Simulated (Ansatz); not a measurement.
# Nudged elastic band, with input and output: CH₅Ga

System: CH₅Ga.
Method: RHF/def2-TZVP (Ansatz 0.2.0).

One setting was made poor on purpose. It belongs to a series of runs on one base structure; here: band between the two ends. Figures and captions count atoms from 1; the log counts them from 0 in places.

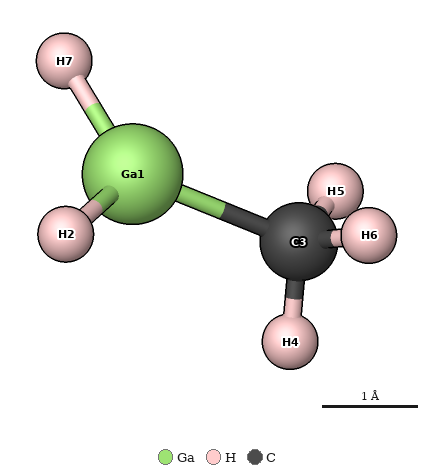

**Figure 1.** The input geometry (ball-and-stick view, seen at a tilt; atoms are numbered from 1 in the order of the input). Sticks mark near contacts.

**The input**
```yaml
crystal:
  periodic: [false, false, false]
  atoms:
    - { symbol: Ga, position_ang: [0.274531, -0.063343, 0.486828] }
    - { symbol: H, position_ang: [-0.148554, -0.422965, 1.968723] }
    - { symbol: C, position_ang: [2.200913, 0.060358, 0.008616] }
    - { symbol: H, position_ang: [2.692781, -0.891251, 0.190941] }
    - { symbol: H, position_ang: [2.355241, 0.331786, -1.02851] }
    - { symbol: H, position_ang: [2.697057, 0.796658, 0.634709] }
    - { symbol: H, position_ang: [-0.86187, 0.188659, -0.584106] }
basis:
  gaussian: { orbitals: def2-TZVP }
hamiltonian:
  xc: hf
neb:
  order_check: false
  images: 7
  f_tol: 0.03
  max_iterations: 60
  spring: 50.0
  final_atoms:
    - { symbol: Ga, position_ang: [-1.97641192, -0.1821473, 0.17468544] }
    - { symbol: H, position_ang: [2.03276878, 0.18913604, 1.5446975] }
    - { symbol: C, position_ang: [2.51034183, 0.10086792, 0.57652584] }
    - { symbol: H, position_ang: [2.27496432, -0.86204869, 0.1407275] }
    - { symbol: H, position_ang: [2.15670376, 0.88818293, -0.07738337] }
    - { symbol: H, position_ang: [3.58269737, 0.18837624, 0.69697023] }
    - { symbol: H, position_ang: [-1.37096514, -0.32246514, -1.37902213] }
  initial_path:
    images:
      - { positions_ang: [[0.274531, -0.063343, 0.486828], [-0.148554, -0.422965, 1.968723], [2.200913, 0.060358, 0.008616], [2.692781, -0.891251, 0.190941], [2.355241, 0.331786, -1.02851], [2.697057, 0.796658, 0.634709], [-0.86187, 0.188659, -0.584106]] }
      - { positions_ang: [[0.2056145, -0.05643083, 0.36738672], [0.14850321, -0.31830396, 1.83662349], [2.18684578, 0.05088851, 0.10376088], [2.64479681, -0.92219518, 0.19805038], [2.26342993, 0.37984221, -0.9185135], [2.74870348, 0.74311624, 0.71961196], [-0.98779471, 0.12298501, -0.62971893]] }
      - { positions_ang: [[0.13669799, -0.04951866, 0.24794544], [0.44556042, -0.21364292, 1.70452397], [2.17277857, 0.04141902, 0.19890576], [2.59681263, -0.95313935, 0.20515977], [2.17161886, 0.42789841, -0.808517], [2.80034996, 0.68957448, 0.80451492], [-1.11371943, 0.05731102, -0.67533185]] }
      - { positions_ang: [[0.06778149, -0.04260649, 0.12850416], [0.74261763, -0.10898188, 1.57242446], [2.15871135, 0.03194953, 0.29405064], [2.54882844, -0.98408353, 0.21226915], [2.0798078, 0.47595462, -0.6985205], [2.85199644, 0.63603272, 0.88941788], [-1.23964414, -0.00836297, -0.72094478]] }
      - { positions_ang: [[-0.00113501, -0.03569432, 0.00906288], [1.03967484, -0.00432084, 1.44032494], [2.14464413, 0.02248004, 0.38919552], [2.50084425, -1.0150277, 0.21937854], [1.98799673, 0.52401083, -0.58852401], [2.90364291, 0.58249095, 0.97432083], [-1.36556885, -0.07403696, -0.76655771]] }
      - { positions_ang: [[-0.49495424, -0.07230756, 0.05046852], [1.28794832, 0.04404338, 1.46641808], [2.23606856, 0.04207701, 0.4360281], [2.44437427, -0.97678295, 0.19971578], [2.03017349, 0.61505385, -0.46073885], [3.07340653, 0.48396228, 0.90498318], [-1.36691792, -0.136144, -0.91967381]] }
      - { positions_ang: [[-0.98877346, -0.10892081, 0.09187416], [1.53622181, 0.0924076, 1.49251122], [2.32749298, 0.06167398, 0.48286068], [2.38790428, -0.93853819, 0.18005302], [2.07235025, 0.70609688, -0.33295369], [3.24317014, 0.3854336, 0.83564553], [-1.368267, -0.19825105, -1.07278992]] }
      - { positions_ang: [[-1.48259269, -0.14553406, 0.1332798], [1.78449529, 0.14077182, 1.51860436], [2.41891741, 0.08127095, 0.52969326], [2.3314343, -0.90029344, 0.16039026], [2.114527, 0.79713991, -0.20516853], [3.41293375, 0.28690492, 0.76630788], [-1.36961607, -0.26035809, -1.22590603]] }
      - { positions_ang: [[-1.97641192, -0.1821473, 0.17468544], [2.03276878, 0.18913604, 1.5446975], [2.51034183, 0.10086792, 0.57652584], [2.27496432, -0.86204869, 0.1407275], [2.15670376, 0.88818293, -0.07738337], [3.58269737, 0.18837624, 0.69697023], [-1.37096514, -0.32246514, -1.37902213]] }
```

Launched with:
```bash
ansatz run input.yaml --threads 2 --pin off --max-ram 3072MiB --backend cpu --events-out ev --progress --plain --runs-dir out
```

**What the program printed**
```
Engine: ansatz 0.2.0, aarch64-unknown-linux-gnu
Functional definition: HF
  exchange = exact_x
  correlation = 0
935 factors; their error is unknown
mean field evaluation 1: about -53440.9976 eV, gradient 2.7e1 eV
mean field evaluation 2: about -53442.5611 eV, gradient 1.3e1 eV
mean field evaluation 4: about -53442.9503 eV, gradient 1.2e0 eV
mean field evaluation 8: about -53443.7558 eV, gradient 4.6e-1 eV
mean field -53443.75590214 eV, -1964.0218039249 hartree, gradient 1.3e-5 eV, S^2 0.000000; 0 other end points of the search recorded, 0 dependent functions left out
the calculation of the forces begins
reference -53443.75590214 eV, -1964.0218039249 hartree; 21, 21 occupied and 88, 88 virtual orbitals, 935 factors
935 factors; their error is unknown
mean field evaluation 16: about -53442.4867 eV, gradient 8.6e0 eV
mean field -53443.50361711 eV, -1964.0125326211 hartree, gradient 1.0e-5 eV, S^2 0.000000; 0 other end points of the search recorded, 0 dependent functions left out
[... from here on the field's lines of each further geometry are left out, up to the last ...]
NEB iter   1: max|band force component| = 1.175e1 eV/Å  barrier→ = 6.1018 eV  barrier← = 5.8495 eV  Δτ_max = 0.1937 Å  (403 SCF iters)
NEB iter   2: max|band force component| = 4.601e0 eV/Å  barrier→ = 4.9737 eV  barrier← = 4.7215 eV  Δτ_max = 0.1953 Å  (266 SCF iters)
NEB iter   3: max|band force component| = 3.039e0 eV/Å  barrier→ = 3.6697 eV  barrier← = 3.4174 eV  Δτ_max = 0.1957 Å  (233 SCF iters)
NEB iter   4: max|band force component| = 2.176e0 eV/Å  barrier→ = 3.5766 eV  barrier← = 3.3243 eV  Δτ_max = 0.2000 Å  (229 SCF iters)
NEB iter   5: max|band force component| = 1.611e0 eV/Å  barrier→ = 3.6909 eV  barrier← = 3.4386 eV  Δτ_max = 0.2000 Å  (226 SCF iters)
NEB iter   6: max|band force component| = 3.569e0 eV/Å  barrier→ = 3.6575 eV  barrier← = 3.4052 eV  Δτ_max = 0.1003 Å  (223 SCF iters)
NEB iter   7: max|band force component| = 1.754e0 eV/Å  barrier→ = 3.6223 eV  barrier← = 3.3700 eV  Δτ_max = 0.2000 Å  (214 SCF iters)
NEB iter   8: max|band force component| = 5.519e-1 eV/Å  barrier→ = 3.6100 eV  barrier← = 3.3578 eV  Δτ_max = 0.2000 Å  (229 SCF iters)
NEB iter   9: max|band force component| = 7.493e-1 eV/Å  barrier→ = 3.1536 eV  barrier← = 2.9014 eV  Δτ_max = 0.0998 Å  (222 SCF iters)
NEB iter  10: max|band force component| = 1.904e0 eV/Å  barrier→ = 3.2707 eV  barrier← = 3.0185 eV  CI = image 3  Δτ_max = 0.2000 Å  (211 SCF iters)
NEB iter  11: max|band force component| = 9.997e-1 eV/Å  barrier→ = 3.6826 eV  barrier← = 3.4303 eV  CI = image 3  Δτ_max = 0.1988 Å  (225 SCF iters)
NEB iter  12: max|band force component| = 6.519e-1 eV/Å  barrier→ = 3.6217 eV  barrier← = 3.3695 eV  CI = image 3  Δτ_max = 0.0966 Å  (232 SCF iters)
NEB iter  13: max|band force component| = 1.890e-1 eV/Å  barrier→ = 3.6128 eV  barrier← = 3.3605 eV  CI = image 3  Δτ_max = 0.0424 Å  (212 SCF iters)
NEB iter  14: max|band force component| = 9.822e-2 eV/Å  barrier→ = 3.6109 eV  barrier← = 3.3586 eV  CI = image 3  Δτ_max = 0.0384 Å  (215 SCF iters)
NEB iter  15: max|band force component| = 1.928e-2 eV/Å  barrier→ = 3.6107 eV  barrier← = 3.3584 eV  CI = image 3  Δτ_max = 0.0085 Å  (217 SCF iters)
NEB iter  16: max|band force component| = 3.236e-2 eV/Å  barrier→ = 3.6106 eV  barrier← = 3.3583 eV  CI = image 3  Δτ_max = 0.0366 Å  (34 SCF iters)
NEB iter  17: max|band force component| = 3.053e-2 eV/Å  barrier→ = 3.6106 eV  barrier← = 3.3583 eV  CI = image 3  Δτ_max = 0.0262 Å  (214 SCF iters)
the calculation of the forces begins
reference -53443.50310836 eV, -1964.0125139246 hartree; 21, 21 occupied and 88, 88 virtual orbitals, 935 factors
935 factors; their error is unknown
mean field evaluation 1056: about -53440.1453 eV, gradient 2.1e-4 eV
mean field -53440.14534283 eV, -1963.8891183175 hartree, gradient 1.3e-5 eV, S^2 0.000000; 1 other end points of the search recorded, 0 dependent functions left out
the calculation of the forces begins
reference -53440.14534283 eV, -1963.8891183175 hartree; 21, 21 occupied and 88, 88 virtual orbitals, 935 factors
NEB iter  18: max|band force component| = 1.880e-2 eV/Å  barrier→ = 3.6106 eV  barrier← = 3.3583 eV  CI = image 3  Δτ_max = 0.0000 Å  (585 SCF iters)
```

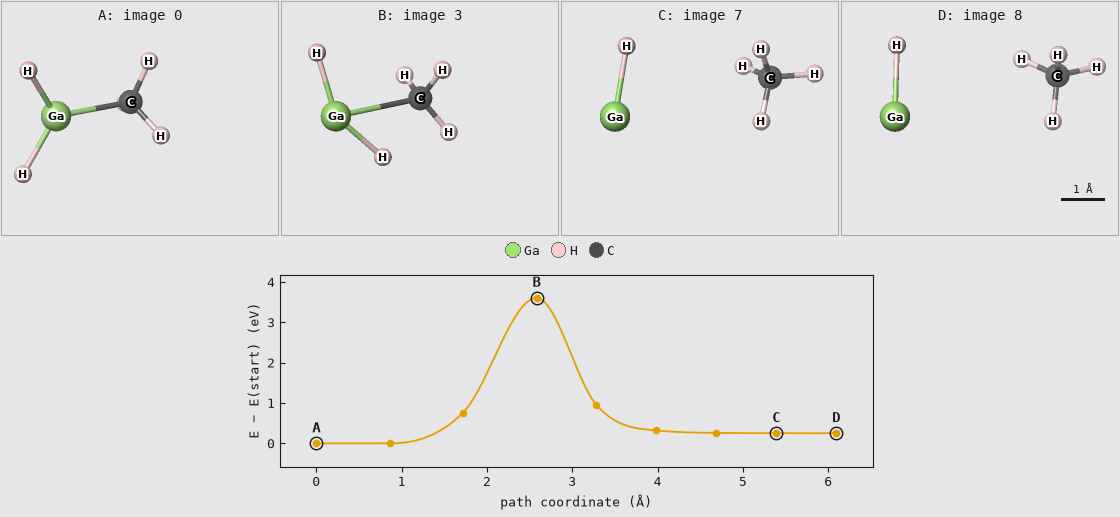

**Figure 2.** Images of the last band (counted from 0; ball-and-stick, seen at a tilt) above the energy along the path; the line is a cubic interpolation that uses the forces. The highest image is number 3, 3.611 eV above the start and 3.358 eV above the end (the climbing image); the end lies 0.252 eV above the start. The path is 6.09 Å long. The band converged in 18 iterations.

```
Total energy: -53440.14534283 eV, -1963.8891183175 hartree
Atom 0 at    -0.247706    -0.005330     0.583419 Å, force    -0.002606     0.001674    -0.003260 eV/Å
Atom 1 at     0.948485     0.297883     1.527706 Å, force    -0.000390    -0.002239     0.002712 eV/Å
Atom 2 at     2.047894     0.033659     0.206948 Å, force     0.004030    -0.000057     0.003935 eV/Å
Atom 3 at     2.228162    -0.969561    -0.163335 Å, force    -0.002889    -0.000377    -0.002319 eV/Å
Atom 4 at     2.127154     0.762491    -0.592042 Å, force     0.001382     0.000901    -0.003247 eV/Å
Atom 5 at     2.761158     0.267553     0.985293 Å, force    -0.000216     0.001524    -0.000110 eV/Å
Atom 6 at    -0.655048    -0.386793    -0.870789 Å, force     0.000689    -0.001426     0.002290 eV/Å
Dipole moment:     0.025737    -0.019566    -0.083040 e Å
this run last wrote the band of iteration 18 to [file]; this run last wrote the band within `neb.f_tol` of iteration 15 to [file]
```

**The last band as extended XYZ (Å, eV, eV/Å)**
```
7
Properties=species:S:1:pos:R:3:forces:R:3 image=0 energy=-53443.75590
Ga    0.2745   -0.0633    0.4868    0.0020   0.0004  -0.0014
H    -0.1486   -0.4230    1.9687    0.0005  -0.0002   0.0006
C     2.2009    0.0604    0.0086    0.0003  -0.0004   0.0015
H     2.6928   -0.8913    0.1909   -0.0009  -0.0003   0.0000
H     2.3552    0.3318   -1.0285   -0.0010   0.0002  -0.0005
H     2.6971    0.7967    0.6347   -0.0009   0.0002   0.0001
H    -0.8619    0.1887   -0.5841   -0.0001   0.0001  -0.0004
7
Properties=species:S:1:pos:R:3:forces:R:3 image=1 energy=-53443.75595
Ga    0.2787   -0.0410    0.5076   -0.0006   0.0001   0.0002
H    -0.1837    0.0049    2.0197   -0.0002  -0.0001  -0.0003
C     2.2037    0.0560    0.0188    0.0006   0.0000  -0.0003
H     2.5754   -0.9471   -0.1790    0.0001   0.0000   0.0001
H     2.3533    0.6364   -0.8853   -0.0001  -0.0001   0.0000
H     2.8070    0.4806    0.8125    0.0001   0.0000   0.0000
H    -0.8244   -0.1899   -0.6171    0.0001   0.0001   0.0002
7
Properties=species:S:1:pos:R:3:forces:R:3 image=2 energy=-53442.98974
Ga    0.1544   -0.0297    0.4510    1.2215  -0.0003  -0.3651
H     0.4177    0.3094    1.9208   -1.5672   0.1551   1.1730
C     2.0947    0.0139    0.0730    0.1442  -0.0798  -0.4226
H     2.3840   -0.9596   -0.2968    0.4324  -0.0338  -0.3432
H     2.2698    0.7737   -0.6757    0.4339  -0.0601  -0.3377
H     2.6814    0.2466    0.9588   -0.2179  -0.0460  -0.1359
H    -0.7918   -0.3544   -0.7539   -0.4468   0.0649   0.4315
7
Properties=species:S:1:pos:R:3:forces:R:3 image=3 energy=-53440.14534
Ga   -0.2477   -0.0053    0.5834   -0.0026   0.0017  -0.0033
H     0.9485    0.2979    1.5277   -0.0004  -0.0022   0.0027
C     2.0479    0.0337    0.2069    0.0040  -0.0001   0.0039
H     2.2282   -0.9696   -0.1633   -0.0029  -0.0004  -0.0023
H     2.1272    0.7625   -0.5920    0.0014   0.0009  -0.0032
H     2.7612    0.2676    0.9853   -0.0002   0.0015  -0.0001
H    -0.6550   -0.3868   -0.8708    0.0007  -0.0014   0.0023
7
Properties=species:S:1:pos:R:3:forces:R:3 image=4 energy=-53442.80196
Ga   -0.6330   -0.0063    0.6544   -1.5776  -0.0169   0.2927
H     1.2617    0.2372    1.1562    1.2865  -0.3195  -1.5050
C     2.0665    0.0754    0.3594    0.0576   0.1625   0.6232
H     2.1436   -0.9345   -0.0428   -0.3467   0.1665   0.4365
H     2.0438    0.7604   -0.4877   -0.3358   0.0344   0.4703
H     2.9234    0.2852    0.9682    0.6754   0.0266  -0.0584
H    -0.5960   -0.4175   -0.9305    0.2406  -0.0535  -0.2592
7
Properties=species:S:1:pos:R:3:forces:R:3 image=5 energy=-53443.43554
Ga   -1.2054   -0.1054    0.5419   -0.1702  -0.0168  -0.0235
H     1.4343    0.2133    1.1669    0.0620   0.0036  -0.0031
C     2.2176    0.1009    0.4248    0.0436   0.0075   0.0273
H     2.1909   -0.8972    0.0075    0.0097   0.0045   0.0195
H     2.0805    0.8229   -0.3694    0.0102   0.0061   0.0186
H     3.1650    0.2694    0.9176    0.0735  -0.0004  -0.0261
H    -0.6728   -0.4040   -1.0121   -0.0289  -0.0046  -0.0126
7
Properties=species:S:1:pos:R:3:forces:R:3 image=6 energy=-53443.49541
Ga   -1.6036   -0.2296    0.3732   -0.0186  -0.0021  -0.0060
H     1.6656    0.2626    1.3136    0.0086   0.0029   0.0043
C     2.3579    0.1036    0.4951    0.0058  -0.0046   0.0066
H     2.2229   -0.8916    0.0904    0.0035   0.0016   0.0036
H     2.1779    0.8339   -0.2832    0.0019   0.0030   0.0029
H     3.3694    0.2088    0.8654    0.0099   0.0005  -0.0067
H    -0.9800   -0.2879   -1.1774   -0.0111  -0.0015  -0.0047
7
Properties=species:S:1:pos:R:3:forces:R:3 image=7 energy=-53443.50311
Ga   -1.8264   -0.2562    0.2453   -0.0009  -0.0013  -0.0015
H     1.8398    0.1710    1.4351    0.0042   0.0015   0.0020
C     2.4436    0.0581    0.5427    0.0004  -0.0001   0.0039
H     2.4872   -0.9877    0.2653    0.0009  -0.0001  -0.0001
H     2.0090    0.6281   -0.2686   -0.0007  -0.0015  -0.0005
H     3.4444    0.4195    0.7420    0.0018   0.0001  -0.0009
H    -1.1874   -0.0328   -1.2846   -0.0057   0.0014  -0.0029
7
Properties=species:S:1:pos:R:3:forces:R:3 image=8 energy=-53443.50362
Ga   -1.9764   -0.1821    0.1747    0.0021  -0.0002  -0.0015
H     2.0328    0.1891    1.5447    0.0006  -0.0002  -0.0022
C     2.5103    0.1009    0.5765    0.0014   0.0002   0.0030
H     2.2750   -0.8620    0.1407    0.0002  -0.0008   0.0004
H     2.1567    0.8882   -0.0774    0.0000   0.0011  -0.0002
H     3.5827    0.1884    0.6970   -0.0024  -0.0003  -0.0006
H    -1.3710   -0.3225   -1.3790   -0.0018   0.0002   0.0011
```

**Key numbers**

```tsv
quantity	value
outcome	converged
barrier, forward	3.611 eV
barrier, backward	3.358 eV
hardware	2 threads of Arm Neoverse V1, 24 GiB of memory available, shared host
wall time	1.7 min (CPU time 3.3 min)
peak memory	0.27 GiB
```

**Remarks**

A deliberately poor setting: spring. The order of the saddle point was not checked.
